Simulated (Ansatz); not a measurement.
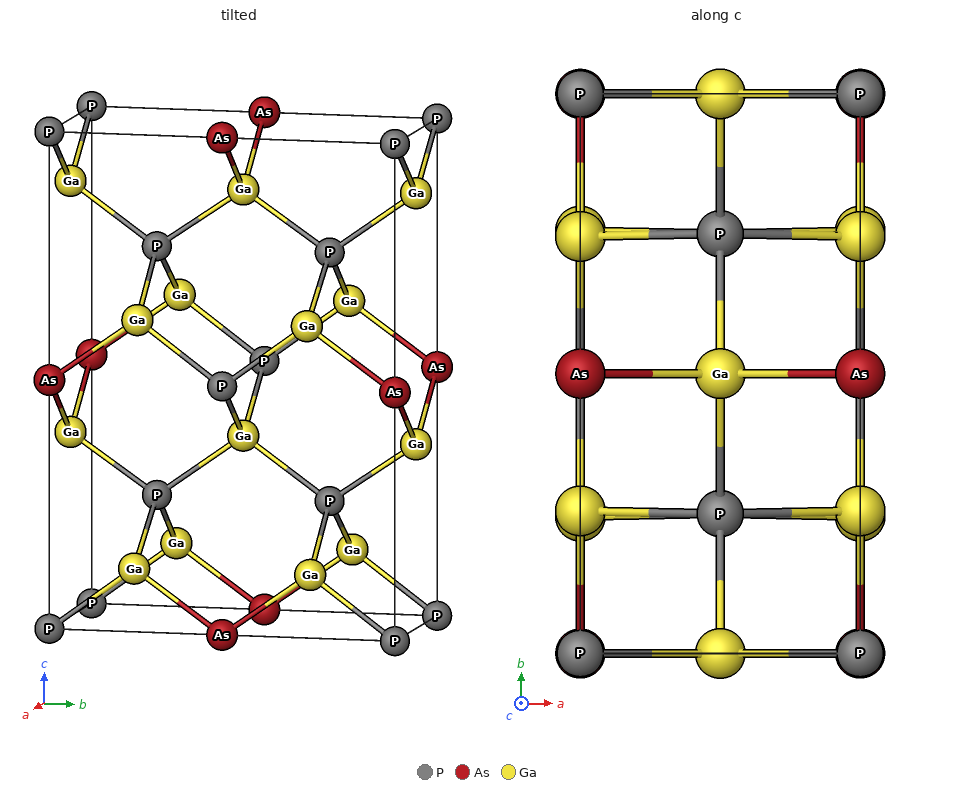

The crystal in a ball-and-stick representation, seen slightly off an axis and along the c axis. The box is the conventional unit cell; atoms on or close to its faces, edges and corners are drawn wherever they repeat.

Ga$_{4}$AsP$_{3}$, space group Amm2 (No. 38), a = 3.894 Å, b = 7.785 Å, c = 11.003 Å, α = 90.00°, β = 90.00°, γ = 90.00°. Starting structure: a structure type filled with these elements by a generator (whether the compound takes this form wasn't checked). Earlier steps of the study, as a rule a relaxation of our own, may have changed the cell and positions, so they can lie some per cent off the listed ones. It went into a calculation with Ansatz.

This one geometry was computed with Ansatz (DFT, plane waves, PAW) at five levels of theory: r2SCAN, PBE with spin-orbit coupling, HSE06, PBE0 and PBE. It was relaxed beforehand with r2SCAN.

**Which level gives the highest pressure at this volume, and what does that say about its equilibrium volume?**

Highest: PBE with spin-orbit coupling (2.5 GPa) and PBE (2.6 GPa), which points to the largest equilibrium volume. Lowest, with the smallest volume: r2SCAN (0.0 GPa) and PBE0 (0.4 GPa). Levels within 0.5 GPa of each other can't be told apart.

**How does the band gap change with the level of theory?**

PBE with spin-orbit coupling: a gap of 1.27 eV, direct; PBE: a gap of 1.32 eV, direct; r2SCAN: a gap of 1.67 eV, indirect; HSE06: a gap of 2.04 eV, indirect; PBE0: a gap of 2.71 eV, indirect.

**Collect the results in a table.**

| level | cutoff (eV) | k-mesh of the run's cell | gap (eV) | pressure (GPa) |
| --- | --- | --- | --- | --- |
| r2SCAN | 500 | 6×4×4 | 1.67 | 0.0 |
| PBE with spin-orbit coupling | 420 | 6×4×4 | 1.27 | 2.5 |
| HSE06 | 420 | 4×2×2 | 2.04 | 0.7 |
| PBE0 | 420 | 4×2×2 | 2.71 | 0.4 |
| PBE | 420 | 6×4×4 | 1.32 | 2.6 |

Gaps are taken on the k-mesh or band path of each run.
